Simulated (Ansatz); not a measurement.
# F₃H₃Si₂···NH₃···H₂O: what the fields show

The calculation's input:

```
crystal:
  periodic: [false, false, false]
  atoms:
    - {symbol: Si, position_ang: [-0.828077, 0.482490, -0.966211]}
    - {symbol: Si, position_ang: [0.912047, -1.067488, -1.231599]}
    - {symbol: F, position_ang: [-1.765787, -0.223201, -2.091770]}
    - {symbol: F, position_ang: [-1.886970, 0.307066, 0.250107]}
    - {symbol: F, position_ang: [-0.814254, 1.946671, -1.625826]}
    - {symbol: H, position_ang: [0.454096, 0.772183, 1.309364]}
    - {symbol: N, position_ang: [0.304766, 1.434285, 0.544658]}
    - {symbol: H, position_ang: [0.058164, -1.717200, 2.387229]}
    - {symbol: O, position_ang: [-0.221895, -0.803332, 2.304032]}
    - {symbol: H, position_ang: [0.472661, -2.382664, -0.686040]}
    - {symbol: H, position_ang: [1.252261, -1.244708, -2.667179]}
    - {symbol: H, position_ang: [2.155102, -0.678528, -0.502264]}
    - {symbol: H, position_ang: [1.200451, 1.768582, 0.208340]}
    - {symbol: H, position_ang: [-0.213331, 2.230084, 0.903303]}
    - {symbol: H, position_ang: [-1.079229, -0.824139, 1.863755]}
basis:
  gaussian: {orbitals: def2-TZVPP}
hamiltonian: {xc: pbe0, dispersion: d4}
output: {orbitals: {seedname: orbitals}}
```

Run with:

```sh
ansatz run in.yaml --threads 4 --pin off --events-out ev --progress --plain --max-ram 66560MiB --backend cuda --devices 0, --max-vram 37GiB
```

The reactant side of a reaction path; geometry: PBE0-D4/def2-TZVP.

The calculation used Ansatz, RKS PBE0-D4/def2-TZVPP.

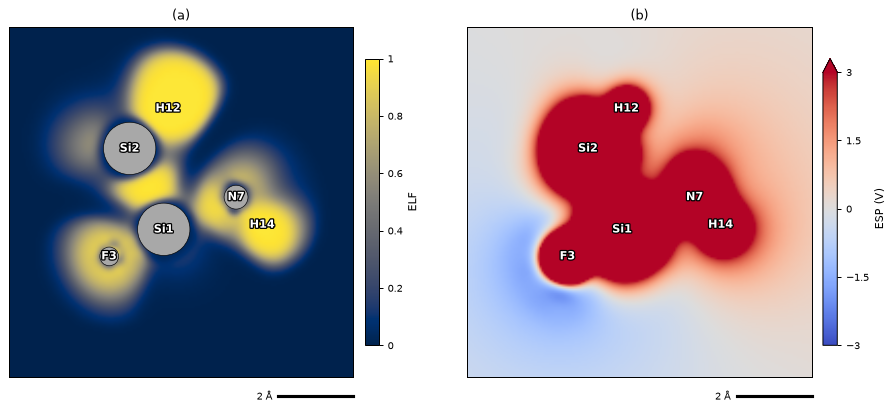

Figure 1. (a) electron localisation function; (b) electrostatic potential on the plane of atoms Si2, Si1 and F3. Grey discs cover the atomic cores in the ELF map.

What do the fields say about this system?

Atoms in the plane: Si, F, N and H.
Si1···N7 (2.11 Å): the ELF peaks at about 0.95 between the atoms.
Si–F (1.63 Å): the ELF peaks at about 0.85 in the valence shell of F, 0.5 Å from its nucleus, and is about 0.55 at the midpoint.
Si–Si (2.35 Å): the ELF peaks at about 1 between the atoms, as expected for localised, covalent bonding.
N–H (1.02 Å): the ELF climbs to about 1 towards the hydrogen, as it does in any bond to H: an ordinary covalent bond to hydrogen.
Si–H (1.49 Å): the ELF climbs to about 1 towards the hydrogen.
The ELF also peaks beside F3, away from the bonds: lone-pair regions.
Outside the dense part of the complex the potential is most negative (−2.0 V) near F3.

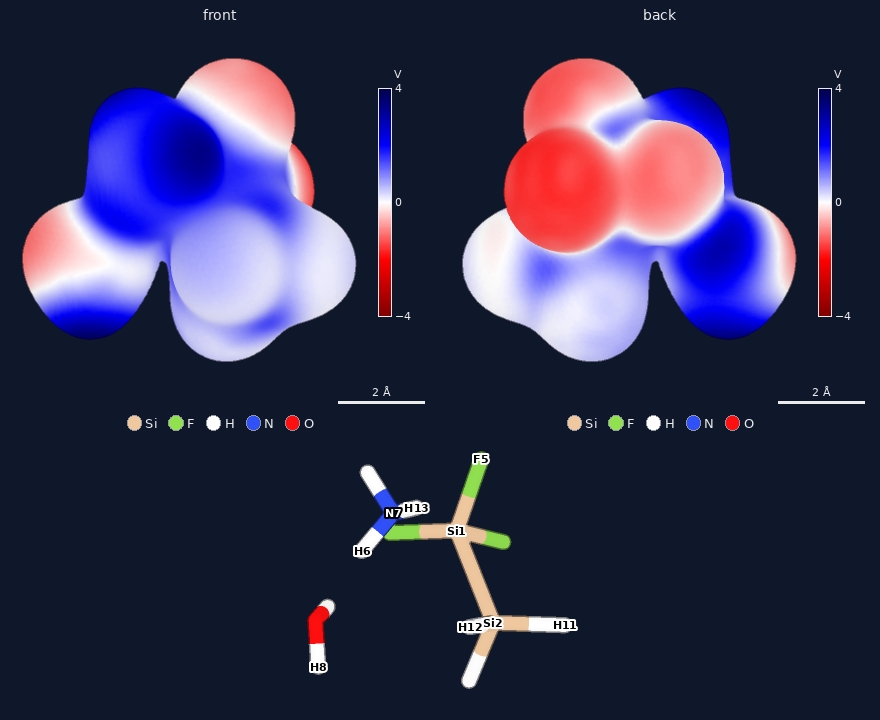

Figure 2. The molecular electrostatic potential painted on the density surface at 0.004 e/bohr³, seen from the front and from behind; red is negative and blue positive. The bare structure is drawn below in the same view.

Describe the electrostatic potential map.

The most negative region (about −1.7 V, or −39 kcal/mol for a unit charge) lies over F3, the most positive (about +3.6 V, or +83 kcal/mol for a unit charge) over H8.

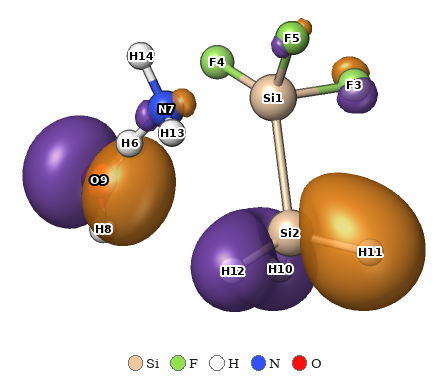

Figure 3. The HOMO−1 at ±0.1 Å⁻³ᐟ² (orange and purple are the two phases), seen at a tilt.

What is the character of this orbital?

Its weight (Hirshfeld) is mainly on O9 (about 40 %), Si2 (about 20 %) and H11 (about 20 %). Its energy is −9.61 eV.
